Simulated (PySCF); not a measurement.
# MoO (quintet): what the fields show

```xyz
2

Mo    0.0000    0.0000   -0.2386
O     0.0000    0.0000    1.4604
```

Core potentials replace the inner electrons of Mo.

Method: PBE0/cc-pVDZ(-PP), non-relativistic Hamiltonian with scalar-relativistic core potentials where named, at a bond length of 1.699 Å (PySCF).

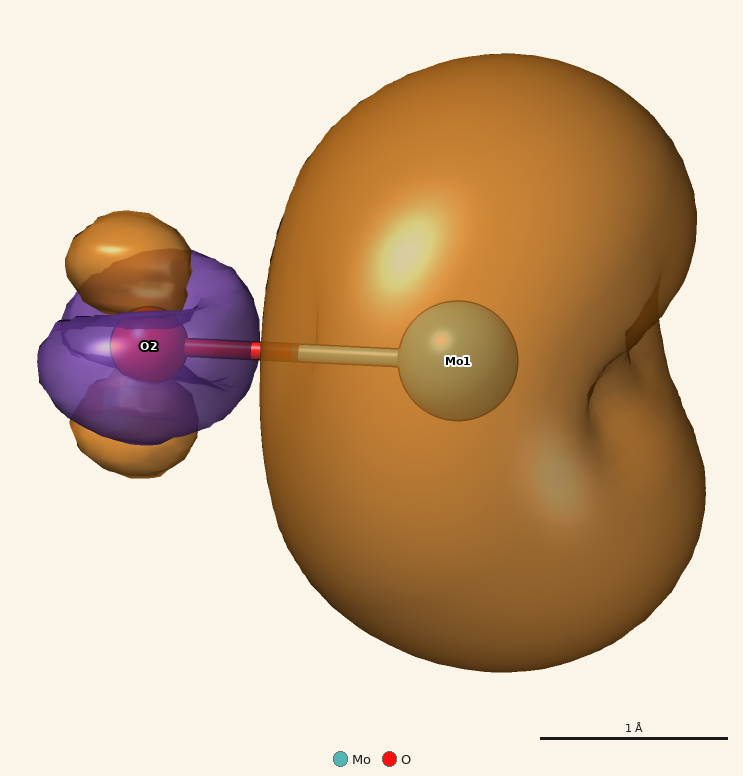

Figure 1. Isosurfaces of the spin density at +0.06 (orange) and −0.06 e/Å³ (purple), seen from one side.

**Where is the unpaired spin?**

The unpaired spin (4 electrons) lies mostly on Mo1 (about 4.0), in electrons by Hirshfeld's partition.

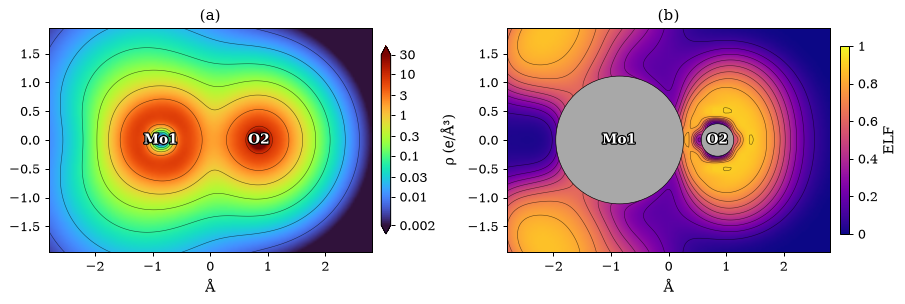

Figure 2. (a) electron density; (b) electron localisation function on a plane that holds the molecular axis. Grey discs cover the atomic cores in the ELF map.

**What do the fields say about this system?**

The plane passes through Mo and O nuclei.
Mo–O (1.70 Å): ρ at the midpoint is about 1.8 e/Å³; the ELF peaks at about 0.80 in the valence shell of O, 0.6 Å from its nucleus, and is about 0.40 at the midpoint.

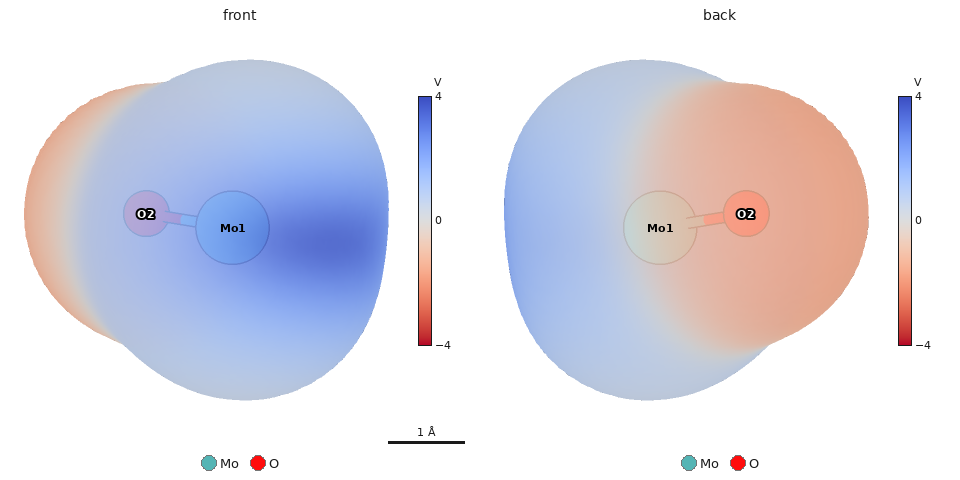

Figure 3. The electrostatic potential painted on the density surface at 0.002 e/bohr³, seen from the front and from behind; the colour scale runs from red (negative) to blue (positive).

**Describe the electrostatic potential map.**

The most negative region (about −1.6 V) lies over O2, the most positive (about +3.4 V) over Mo1. O2 is the likeliest acceptor of a hydrogen bond.
